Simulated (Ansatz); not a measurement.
## Electronic structure of ClGeH₃···HCl in real space

Input

```
crystal:
  periodic: [false, false, false]
  atoms:
    - { symbol: Ge, position_ang: [0.226622, 0.377914, -0.417661] }
    - { symbol: Cl, position_ang: [-0.058161, -0.015312, 2.985379] }
    - { symbol: Cl, position_ang: [1.980362, -0.20037, -1.564365] }
    - { symbol: H, position_ang: [-0.711311, 1.124232, -1.363793] }
    - { symbol: H, position_ang: [-0.401687, -0.896262, 0.113924] }
    - { symbol: H, position_ang: [0.739632, 1.335101, 0.673611] }
    - { symbol: H, position_ang: [0.655641, 0.985598, 2.507803] }
basis:
  gaussian: { orbitals: def2-SVP }
hamiltonian:
  xc: hf
relax:
  f_tol: 0.03
  max_steps: 50
output:
  orbitals: {}
```

Launched as:

```sh
ansatz run input.yaml --threads 1 --pin off --max-ram 2048MiB --backend cpu --events-out ev --progress --plain --runs-dir out
```

The fields are those of the run's last geometry, not of the input's.

These are results of Ansatz 0.2.0, RHF/def2-SVP, not measurements.

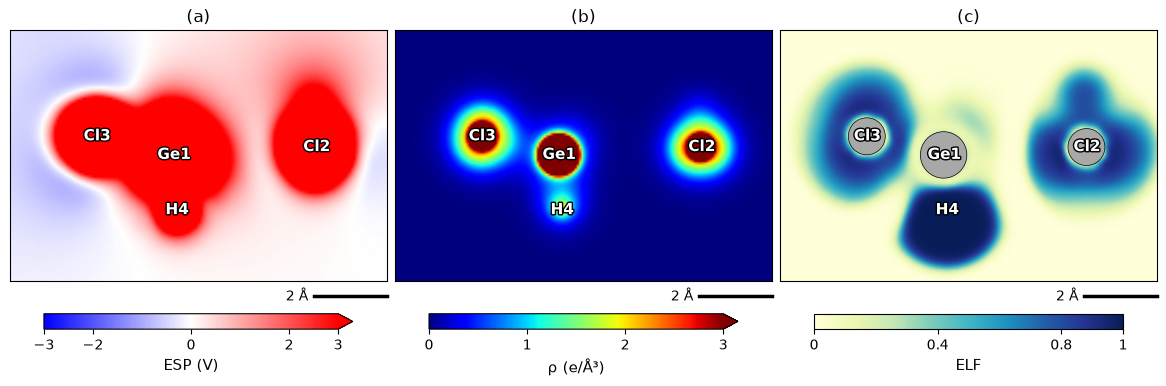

Figure 1. (a) electrostatic potential; (b) total electron density; (c) ELF on the plane of atoms Cl3, Ge1 and H4. Grey discs cover the atomic cores in the ELF map.

**Describe what can be read from this map.**

Atoms in the plane: Ge, Cl and H. Ge1···Cl2 (3.94 Å): the density falls to about 0.02 e/Å³ on the way; the ELF dips to about 0 between them: a weak contact between the two molecules. Ge–Cl (2.18 Å): ρ at the midpoint is about 0.7 e/Å³, with its minimum of 0.62 e/Å³ about 1.0 Å from Ge; the ELF peaks at about 0.85 in the valence shell of Cl, 0.9 Å from its nucleus, and is about 0.70 at the midpoint. Ge–H (1.52 Å): the density is about 1.1 e/Å³ at the midpoint; the ELF climbs to about 1 towards the hydrogen. The ELF also peaks beside Cl3 and Cl2, away from the bonds: lone-pair regions. Outside the dense part of the complex the potential is most negative (−0.9 V) near Cl3.

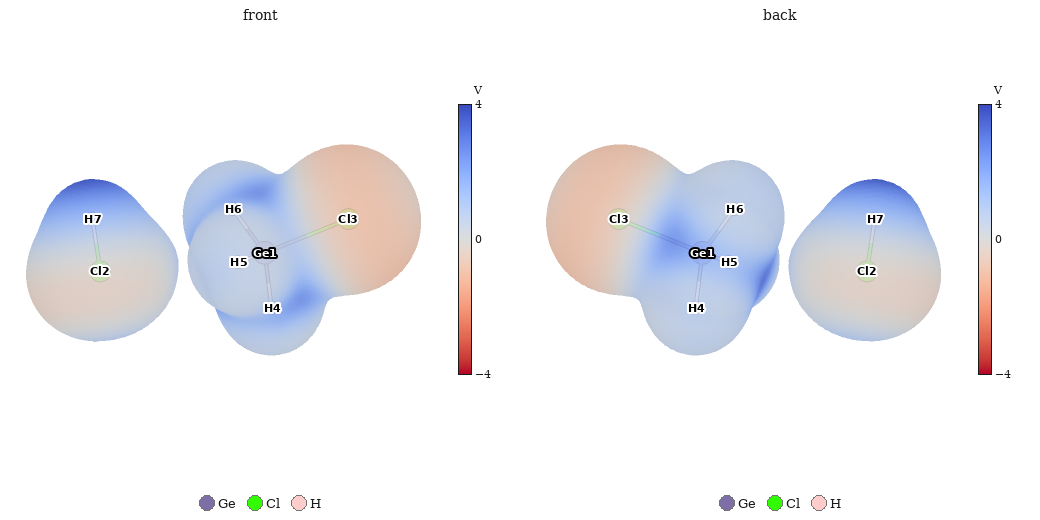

Figure 2. The electrostatic potential painted on the density surface at 0.004 e/bohr³, seen from the front and from behind; red is negative and blue positive.

**Describe the electrostatic potential map.**

The most negative region (about −0.9 V) lies over Cl3, the most positive (about +3.5 V) over H7. Cl2 shows a σ-hole: about +0.9 V at the tip opposite its bond, against about +0.3 V on its flanks.
